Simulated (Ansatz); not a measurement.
# HSOF (singlet): the correlation ladder at a displaced geometry (v2), cc-pVDZ

How much of the correlation energy of HSOF (singlet) does each wave-function method recover here?

The runs use Ansatz 0.2.0, Gaussian basis; cc-pVDZ, core rule «outside noble gas», up to 7 orbitals frozen.

To be run: UHF; CCSD(T) on RHF; CCSD(T) on UHF; BCCD(T) on RHF; CISD; CCSDT(Q) on RHF.

14 further runs of the same task are left out: 6 for a known fault of the program, 3 that didn't finish, 5 set aside as unsound or not needed. Runs told in other sessions of the task aren't counted.

## Step 1: What is computed

The geometry is a PBE0/def2-TZVP stationary point (not a proven minimum) with its atoms shifted at random (size 0.100 Å).

4 atoms, charge 0, spin multiplicity 1.

Atoms are counted from 1 here; the program's logs count them from 0.

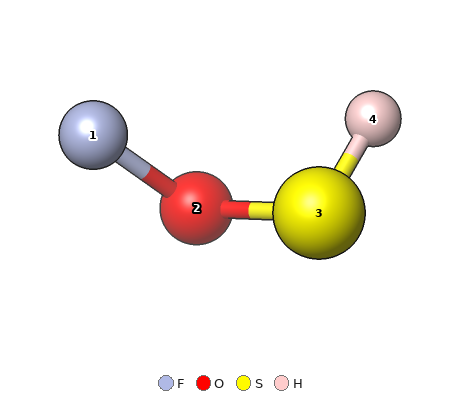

The structure; fluorine light blue, oxygen red, sulfur yellow, hydrogen pink; atoms are numbered from 1 in the order of the file.

In the tables R marks a restricted determinant and U an unrestricted one; energies count from the table's Hartree-Fock row.

## Step 2: UHF

in.yaml

```yaml
crystal:
  periodic: [false, false, false]
  atoms:
    - {symbol: F, position_ang: [0.082349, 0.333634, 1.489627]}
    - {symbol: O, position_ang: [-0.165588, -0.630574, 0.360632]}
    - {symbol: S, position_ang: [0.069650, 0.104256, -1.024372]}
    - {symbol: H, position_ang: [-1.139455, 0.404087, -1.214301]}
basis:
  gaussian: {orbitals: cc-pVDZ}
magnetization: {spin_polarized: true, initial_magnetization: 0}
hamiltonian: {xc: hf}
output: {orbitals: {seedname: orbitals}}
```

On the command line:

```console
ansatz run in.yaml --threads 1 --pin off --events-out ev --progress --plain --max-ram 2393MiB
```

The log of the run:

```text
Functional definition: HF
  name "HF"
  cite "Fock, Z. Phys. 61, 126 (1930) doi:10.1007/BF01340294"
  parent pbe
  exchange = exact_x
  correlation = 0
495 factors; integrals over basis functions are off by at most 1.2e-3 eV
mean field evaluation 1: about -15568.5293 eV, gradient 2.0e1 eV
mean field evaluation 2: about -15568.6309 eV, gradient 2.0e1 eV
mean field evaluation 4: about -15571.0132 eV, gradient 2.8e0 eV
mean field evaluation 8: about -15571.1545 eV, gradient 6.6e-1 eV
mean field evaluation 16: about -15571.3042 eV, gradient 1.4e0 eV
mean field evaluation 32: about -15566.6393 eV, gradient 7.0e0 eV
mean field -15571.40322831 eV, -572.2385139643 hartree, gradient 1.9e-5 eV, S^2 0.394676; 1 other end points of the search recorded, 0 dependent functions left out
reference -15571.40322831 eV, -572.2385139643 hartree; 17, 17 occupied and 34, 34 virtual orbitals, 495 factors
Total energy: -15571.40322831 eV, -572.2385139643 hartree
```

Wall time 1.1 s (1 thread of Intel Xeon at 2.80GHz, shared host).

From the report: ⟨S²⟩ of the determinant 0.395 (pure singlet: 0.00).

The unrestricted solution breaks the spin symmetry, so the restricted determinant is unstable here.

## Step 3: CCSD(T) on RHF

Changes to in.yaml since step 2:

```diff
@@ -9,4 +9,3 @@
   gaussian: {orbitals: cc-pVDZ}
-magnetization: {spin_polarized: true, initial_magnetization: 0}
-hamiltonian: {xc: hf}
-output: {orbitals: {seedname: orbitals}}
+magnetization: {spin_polarized: false}
+correlation: {method: ccsd_t, electrons: outside_noble_gas}
```

Same command.

The log of the run, cut to the lines that bear on the results:

```text
Functional definition: HF
  name "HF"
  cite "Fock, Z. Phys. 61, 126 (1930) doi:10.1007/BF01340294"
  parent pbe
[...]
495 factors; integrals over basis functions are off by at most 1.2e-3 eV
[...]
mean field -15571.16317361 eV, -572.2296921165 hartree, gradient 9.9e-6 eV, S^2 0.000000; 1 other end points of the search recorded, 0 dependent functions left out; unrestricted orbitals would lower it
7 core orbitals not correlated: weight in the atoms' cores, before any rotation towards them, 1.000 or more for the frozen orbitals, at most 0.000 for the correlated occupied ones
reference -15571.16317361 eV, -572.2296921165 hartree; 10, 10 occupied and 34, 34 virtual orbitals, 495 factors
second order -14.16940985 eV of doubles, -0.00000000 eV of singles
cycle   1  -14.18436081 eV  change   -1.5e-2 eV  update   9.9e-2
[...]
cycle  12  -14.78153756 eV  change    2.3e-6 eV  update   1.3e-5
perturbative correction -0.45084180 eV, -0.0165681307 hartree
Total energy: -15586.39555297 eV, -572.7894717333 hartree
```

Run time: 1.4 s. Hardware: 1 thread of Intel Xeon at 2.80GHz, shared host.

From the report: correlation -15.2324 eV; T1 0.018; largest double amplitude 0.07.

## Step 4: CCSD(T) on UHF

Changes to in.yaml since step 3:

```diff
@@ -9,3 +9,3 @@
   gaussian: {orbitals: cc-pVDZ}
-magnetization: {spin_polarized: false}
+magnetization: {spin_polarized: true, initial_magnetization: 0}
 correlation: {method: ccsd_t, electrons: outside_noble_gas}
```

Same command.

The log of the run, cut to the lines that bear on the results:

```text
Functional definition: HF
  name "HF"
  cite "Fock, Z. Phys. 61, 126 (1930) doi:10.1007/BF01340294"
  parent pbe
[...]
495 factors; integrals over basis functions are off by at most 1.2e-3 eV
[...]
mean field -15571.40322831 eV, -572.2385139643 hartree, gradient 5.2e-6 eV, S^2 0.394677; 3 other end points of the search recorded, 0 dependent functions left out
determinant -15571.40322831 eV, -572.2385139643 hartree, with singles and doubles -15585.85149465 eV, -572.7694779588 hartree
determinant -15571.16317361 eV, -572.2296921165 hartree, with singles and doubles -15585.94492301 eV, -572.7729113879 hartree
7 core orbitals not correlated: weight in the atoms' cores, before any rotation towards them, 1.000 or more for the frozen orbitals, at most 0.000 for the correlated occupied ones
reference -15571.40322831 eV, -572.2385139643 hartree; 10, 10 occupied and 34, 34 virtual orbitals, 495 factors
second order -12.98684240 eV of doubles, -0.00000000 eV of singles
cycle   1  -14.45739303 eV  change   -9.1e-3 eV  update   8.5e-3
[...]
cycle  13  -14.49896626 eV  change    1.2e-5 eV  update   3.6e-6
perturbative correction -0.44329578 eV, -0.0162908193 hartree
Total energy: -15586.34549035 eV, -572.7876319658 hartree
```

It took 6 s on 1 thread of Intel Xeon at 2.80GHz, shared host.

From the report: ⟨S²⟩ of the determinant 0.395 (pure singlet: 0.00); correlation -14.9423 eV; T1 0.055; largest double amplitude 0.04.

## Step 5: BCCD(T) on RHF

Changes to in.yaml since step 4:

```diff
@@ -9,3 +9,3 @@
   gaussian: {orbitals: cc-pVDZ}
-magnetization: {spin_polarized: true, initial_magnetization: 0}
-correlation: {method: ccsd_t, electrons: outside_noble_gas}
+magnetization: {spin_polarized: false}
+correlation: {method: bccd_t, electrons: outside_noble_gas}
```

Same command.

The log of the run, cut to the lines that bear on the results:

```text
Functional definition: HF
  name "HF"
  cite "Fock, Z. Phys. 61, 126 (1930) doi:10.1007/BF01340294"
  parent pbe
[...]
495 factors; integrals over basis functions are off by at most 1.2e-3 eV
[...]
mean field -15571.16317361 eV, -572.2296921165 hartree, gradient 9.9e-6 eV, S^2 0.000000; 1 other end points of the search recorded, 0 dependent functions left out; unrestricted orbitals would lower it
7 core orbitals not correlated: weight in the atoms' cores, before any rotation towards them, 1.000 or more for the frozen orbitals, at most 0.000 for the correlated occupied ones
reference -15571.16317361 eV, -572.2296921165 hartree; 10, 10 occupied and 34, 34 virtual orbitals, 495 factors
second order -14.16940985 eV of doubles, -0.00000000 eV of singles
cycle   1  -14.20672467 eV  change   -3.7e-2 eV  update   9.9e-2
[...]
cycle  13  -14.75091423 eV  change    5.2e-6 eV  update   9.2e-6
perturbative correction -0.48125751 eV, -0.0176858874 hartree
Total energy: -15586.39534535 eV, -572.7894641034 hartree
```

It took 1.8 s on 1 thread of Intel Xeon at 2.80GHz, shared host.

From the report: correlation -15.2322 eV; largest double amplitude 0.08.

## Step 6: CISD

Changes to in.yaml since step 5:

```diff
@@ -9,3 +9,2 @@
   gaussian: {orbitals: cc-pVDZ}
-magnetization: {spin_polarized: false}
-correlation: {method: bccd_t, electrons: outside_noble_gas}
+correlation: {active_space: {ras: {orbitals: [10, 0, 34], electrons: 20, max_holes: 2, max_particles: 2}, fixed_orbitals: true}}
```

The command is unchanged.

The log of the run:

```text
Functional definition: HF
  name "HF"
  cite "Fock, Z. Phys. 61, 126 (1930) doi:10.1007/BF01340294"
  parent pbe
  exchange = exact_x
  correlation = 0
495 factors; integrals over basis functions are off by at most 1.2e-3 eV
mean field evaluation 1: about -15568.5293 eV, gradient 2.8e1 eV
mean field evaluation 2: about -15568.6309 eV, gradient 2.8e1 eV
mean field evaluation 4: about -15571.0132 eV, gradient 3.9e0 eV
mean field evaluation 8: about -15571.1545 eV, gradient 9.3e-1 eV
mean field evaluation 16: about -15541.6373 eV, gradient 3.9e1 eV
mean field -15571.16317361 eV, -572.2296921165 hartree, gradient 9.9e-6 eV, S^2 0.000000; 1 other end points of the search recorded, 0 dependent functions left out
reference -15571.16317361 eV, -572.2296921165 hartree; 17, 17 occupied and 34, 34 virtual orbitals, 495 factors
state -15584.24158685 eV, -572.7103149384 hartree
Total energy: -15584.24158685 eV, -572.7103149384 hartree
```

Wall time 7.5 s (1 thread of Intel Xeon at 2.80GHz, shared host).

From the report: 166,771 determinants.

## Step 7: CCSDT(Q) on RHF

Changes to in.yaml since step 6:

```diff
@@ -9,2 +9,3 @@
   gaussian: {orbitals: cc-pVDZ}
-correlation: {active_space: {ras: {orbitals: [10, 0, 34], electrons: 20, max_holes: 2, max_particles: 2}, fixed_orbitals: true}}
+magnetization: {spin_polarized: false}
+correlation: {method: ccsdt_q, electrons: outside_noble_gas}
```

Same command.

The log of the run, cut to the lines that bear on the results:

```text
Functional definition: HF
  name "HF"
  cite "Fock, Z. Phys. 61, 126 (1930) doi:10.1007/BF01340294"
  parent pbe
[...]
932 factors; integrals over basis functions are off by at most 1.5e-7 eV
[...]
mean field -15571.16341000 eV, -572.2297008039 hartree, gradient 9.5e-6 eV, S^2 0.000000; 1 other end points of the search recorded, 0 dependent functions left out; unrestricted orbitals would lower it
7 core orbitals not correlated: weight in the atoms' cores, before any rotation towards them, 1.000 or more for the frozen orbitals, at most 0.000 for the correlated occupied ones
reference -15571.16341000 eV, -572.2297008039 hartree; 10, 10 occupied and 34, 34 virtual orbitals, 932 factors
second order -14.16949294 eV of doubles, -0.00000000 eV of singles
cycle   1  -14.18439549 eV  change   -1.5e-2 eV  update   1.1e-1
[...]
cycle  18  -15.25040965 eV  change   -1.1e-7 eV  update   1.9e-6
perturbative correction -0.06716893 eV, -0.0024684128 hartree
Total energy: -15586.48098859 eV, -572.7926114343 hartree
```

It took 97 s on 1 thread of Intel Xeon at 2.80GHz, shared host; peak memory 0.76 GiB.

From the report: correlation -15.3176 eV; T1 0.020; largest double amplitude 0.08.

## Step 8: All levels against the top one

No level here is safe as a reference; RCCSDT(Q) serves as a yardstick only. Rows without a time are mean-field rows or come out of runs for another level: lower rungs of the coupled-cluster runs, or the Hartree-Fock search.

Differences are taken before rounding.

```
   method  energy from the lowest RHF (meV)  from RCCSDT(Q) (meV)   time
      RHF                               0.0              +15317.8       
      UHF                            -240.1              +15077.8       
     RMP2                          -14169.4               +1148.4       
     UMP2                          -13226.9               +2090.9       
     CISD                          -13078.4               +2239.4  7.5 s
    RCCSD                          -14781.5                +536.3       
    UCCSD                          -14739.0                +578.8       
 RCCSD(T)                          -15232.4                 +85.4  1.4 s
 UCCSD(T)                          -15182.3                +135.5    6 s
  BCCD(T)                          -15232.2                 +85.6  1.8 s
   RCCSDT                          -15250.6                 +67.2       
RCCSDT(Q)                          -15317.8                     0   97 s
```

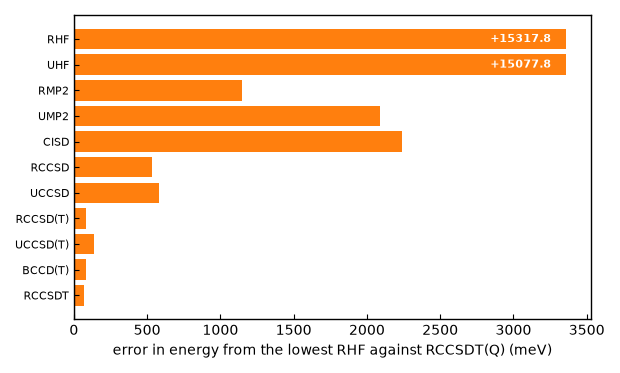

How far each level lands from RCCSDT(Q). Bars with a number in them are cut short.

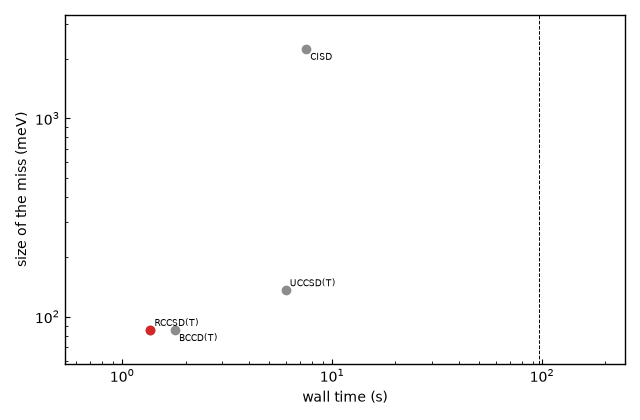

Accuracy for the time spent; red marks the levels that beat every quicker one drawn (of those quicker than the yardstick), and the dashed line is the time of RCCSDT(Q). Times are from a shared host.

## Step 9: Results

| quantity | value |
| --- | --- |
| RCCSDT(Q) from the RHF energy | -15.3178 eV |
| RMP2 from RCCSDT(Q) | +1148.4 meV |
| UMP2 from RCCSDT(Q) | +2090.9 meV |
| RCCSD from RCCSDT(Q) | +536.3 meV |
| RCCSD(T) from RCCSDT(Q) | +85.4 meV |
| UCCSD(T) from RCCSDT(Q) | +135.5 meV |
| T1 diagnostic | 0.018 |

RCCSD(T) misses by +85.4 meV, 0.6 % of the correlation energy. CCSD(T) misses by +85.4 meV on the restricted determinant and by +135.5 meV on the unrestricted one; the two need not hold the same state or core. Warnings: restricted reference is unstable; spin contamination.
